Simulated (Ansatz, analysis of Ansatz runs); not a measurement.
# LaInO3 (Pnma), nudged elastic band: O_i by the interstitialcy path (q = −2), part 2 of 5

Wanted: path and barrier of a jump of O in LaInO3 (Pnma) at charge −2. The case: O_i by the interstitialcy path, in a cell of 40 host atoms with 1 O put in.

Ansatz 0.2.0; plane-wave PAW DFT, PBEsol; nudged elastic band between two relaxed defect structures at fixed charge in a uniform background.

So far: Starting point; Relaxation of the start point, charge −2.

### Step 3. Relaxation of the end point, charge −2

Level of this step: plane-wave PAW DFT, PBEsol; relaxation of all atoms of a defect supercell at fixed charge in a uniform background (Ansatz).

The end point is relaxed in the same cell; its occupations differ from the start's, which matters only where levels are partly filled. A width of 0.01 eV lets levels that lie close at the Fermi energy share an electron.

A first try with fixed occupations did not converge, so this run has a small smearing.

Contents of qm2.end_smeared/input.yaml:

```yaml
crystal:
  lattice:
    - [0.0, 8.21613204, 5.70050548]
    - [5.94293833, 0.0, 5.70050548]
    - [5.94293833, 8.21613204, 0.0]
  atoms:
    - { symbol: La, position: [0.16207004, 0.85537686, 0.08792996] }
    - { symbol: La, position: [0.66207004, 0.35537686, 0.58792996] }
    - { symbol: La, position: [0.35537686, 0.16207004, 0.39462314] }
[... 3 atom lines left out ...]
    - { symbol: La, position: [0.33792996, 0.64462314, 0.41207004] }
[... 2 atom lines left out ...]
    - { symbol: In, position: [0.75, 0.75, 0.25] }
    - { symbol: In, position: [0.25, 0.75, 0.75] }
[... 1 atom line left out ...]
    - { symbol: In, position: [0.0, 0.0, 0.5] }
[... 5 atom lines left out ...]
    - { symbol: O, position: [-0.0226, 1.1545, 0.6524] }
[... 4 atom lines left out ...]
    - { symbol: O, position: [0.59022654, 0.79222184, 0.15977346] }
[... 1 atom line left out ...]
    - { symbol: O, position: [0.52976201, 0.66527137, 0.53243594] }
[... 1 atom line left out ...]
    - { symbol: O, position: [0.66527137, 0.02976201, 0.27253069] }
[... 6 atom lines left out ...]
    - { symbol: O, position: [0.33472863, 0.97023799, 0.72746931] }
[... 3 atom lines left out ...]
    - { symbol: O, position: [0.21756406, 0.97746931, 0.22023799] }
[... 1 atom line left out ...]
    - { symbol: O, position: [0.205293, 0.909397, 0.544707] }
total_charge: -2
basis:
  ecutwfc: 420
  xc_grid: 2
hamiltonian:
  xc: pbesol
kpoints:
  mp_grid: { grid: [1, 1, 1] }
scf:
  occupations: { method: fermi_dirac, width: 0.01 }
  max_iter: 80
output:
  forces: true
relax:
  f_tol: 0.015
  max_steps: 70
  random_displacement: { amplitude: 0.03, seed: 7069 }
```

On the command line:

```console
$ ansatz run input.yaml --threads 4 --pin off --max-ram 7536MiB --backend cpu --events-out ev --progress --plain --runs-dir out
```

Numbers of over 12 decimals in the logs are rounded to 6 here.

Log:

```text
[...]
Crystal: 41 atoms, lattice volume = 556.688 Å³
Basis set: ecut = 420 eV, 10867 PW (Γ), exchange–correlation on 144×120×144 points (8 copies of the dense FFT grid, shifted against one another)
Bands: 213, of which v1, the nominal top of the filled ones, is band 172 counted from 1 (171 counted from 0)
Symmetry: 1 space group operations
k-points: 1
[...]
SCF iter   1: F=—  HF=-107524.929761 eV  |F-HF|=—  |Δ(HF+E_count)|=         —  Δρ=3.98e-2  dr2=9.36e0  ethr=1.77e-3  ⟨swp⟩=5.0  Hψ=862  notcnv=0
[...]
SCF iter  15: F=-107523.321241 eV  HF=-107523.321243 eV  |F-HF|=1.09e-6  |Δ(HF+E_count)|=   1.58e-6  Δρ=1.24e-5  dr2=1.24e-6  ethr=1.09e-9  ⟨swp⟩=2.0  Hψ=587  notcnv=0
SCF 1 converged in 15 iterations: F = -107523.321241 eV  dr2 = 1.24e-6
[...]
max |Σ_I F_I| component: 5.31e-5 eV/Å
--- Relaxed structure (11 steps of the walk, 11 accepted, 0 SCFs on fresh bases) ---
  F+E_penalty+E_count = -107528.92465569 eV   max|allowed force component| = 6.447e-3 eV/Å
  atoms:
    - { symbol: La, position: [0.157030, 0.853025, 0.095200] }
    - { symbol: La, position: [0.654534, 0.354978, 0.587042] }
    - { symbol: La, position: [0.371378, 0.149317, 0.386410] }
    [... 3 atoms left out ...]
    - { symbol: La, position: [0.335060, 0.635238, 0.405370] }
    [... 2 atoms left out ...]
    - { symbol: In, position: [0.754434, 0.745440, 0.243429] }
    - { symbol: In, position: [0.255639, 0.757232, 0.743752] }
    [... 1 atom left out ...]
    - { symbol: In, position: [0.007052, 0.016329, 0.506506] }
    [... 10 atoms left out ...]
    - { symbol: O, position: [0.591174, 0.780702, 0.158244] }
    [... 1 atom left out ...]
    - { symbol: O, position: [0.541740, 0.666981, 0.532582] }
    [... 1 atom left out ...]
    - { symbol: O, position: [0.675199, 0.017407, 0.274233] }
    [... 6 atoms left out ...]
    - { symbol: O, position: [0.336770, 0.976810, 0.722026] }
    [... 5 atoms left out ...]
    - { symbol: O, position: [0.245005, 0.875144, 0.515671] }
[key lines of the parts left out:]
SCF converged after 7 iterations
Free energy (F): -107528.924656 eV
Fermi energy:    11.887761 eV
```

Run time: 31 s. Hardware: 4 threads of Arm Neoverse V2, shared host; peak memory 0.81 GiB.

Relaxation path:

| step | energy less that of the first step (eV) | largest force component (eV/Å) |
| --- | --- | --- |
| 1 | 0.0000 | 4.3191 |
| 2 | -2.2576 | 2.8417 |
| 3 | -4.1044 | 1.6077 |
| 4 | -4.8767 | 1.0610 |
| 5 | -5.2683 | 0.5096 |
| 6 | -5.3918 | 0.1408 |
| 7 | -5.4552 | 0.2145 |
| 8 | -5.5211 | 0.2772 |
| 9 | -5.5995 | 0.0781 |
| 10 | -5.6031 | 0.0184 |
| 11 | -5.6034 | 0.0064 |

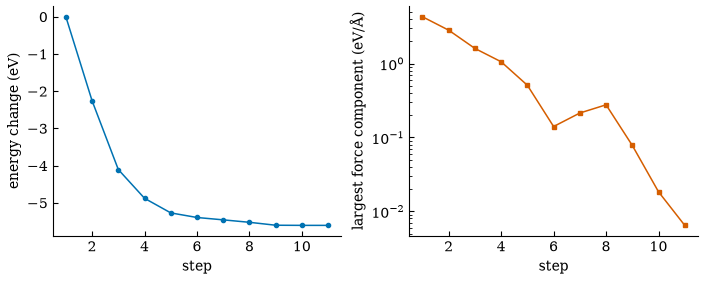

Energy and largest force along the relaxation.

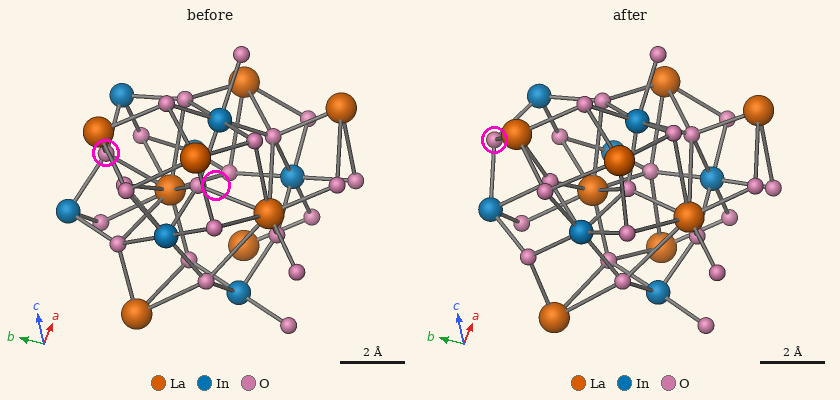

Before and after: the atoms that start within 5 Å of the centre. O23, which moves most, is ringed if it is among them. A ring with no atom in it marks the empty centre.

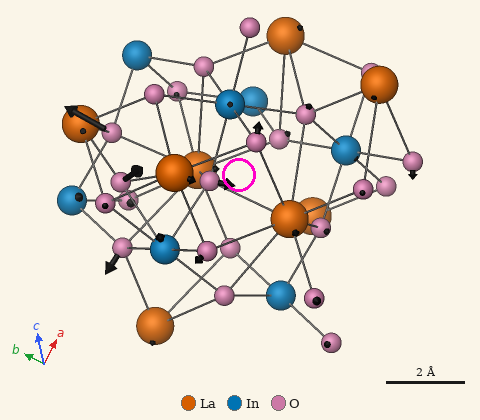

Displacements in the relaxation from the typed sites near the centre, exaggerated, the mean shift taken out; the longest in the cell stands for 1.08 Å. A ring marks the centre wherever it is empty.

The atoms that moved most (Å, from the sites as typed, ahead of the random displacement, the mean shift of all atoms taken out):

| atom | dx | dy | dz | length |
| --- | --- | --- | --- | --- |
| O23 | 1.030 | 0.064 | 0.314 | 1.079 |
| O19 | -0.188 | 0.361 | 0.619 | 0.741 |
| O29 | 0.068 | -0.499 | -0.095 | 0.512 |
| O41 | -0.376 | 0.089 | 0.028 | 0.388 |
| O27 | 0.081 | 0.263 | 0.041 | 0.278 |
| O38 | 0.076 | -0.201 | 0.071 | 0.226 |
| In13 | 0.136 | 0.112 | 0.130 | 0.219 |
| O36 | -0.087 | -0.194 | 0.015 | 0.213 |

Neighbours of O41 at the end:

| atom | distance (Å) |
| --- | --- |
| In11 | 2.156 |
| In13 | 2.245 |
| La7 | 2.256 |
| La3 | 2.440 |
| O19 | 2.492 |
| O26 | 2.861 |
| O39 | 2.919 |
| O27 | 2.968 |
| O38 | 3.013 |

Numbers from this step:

```
free energy                                                                                       : -107528.9247 eV
largest move from the ideal geometry of this structure, a common shift of the far atoms taken out : 1.105 Å
```

The relaxation gained 5.603 eV and ended with a largest force component of 0.0064 eV/Å. The end lies within 1 meV of the start.

[end of part 2 of 5]

[Logs are printed without paths, hosts, clocks, repeated set-up lines and the standing remarks that a program may print on its own settings, such as how far it seeks lower states.]

[Hosts, paths, dates, database ids (printed as entryN), source tags and the programs' standing remarks are cut or masked in the printed files.]
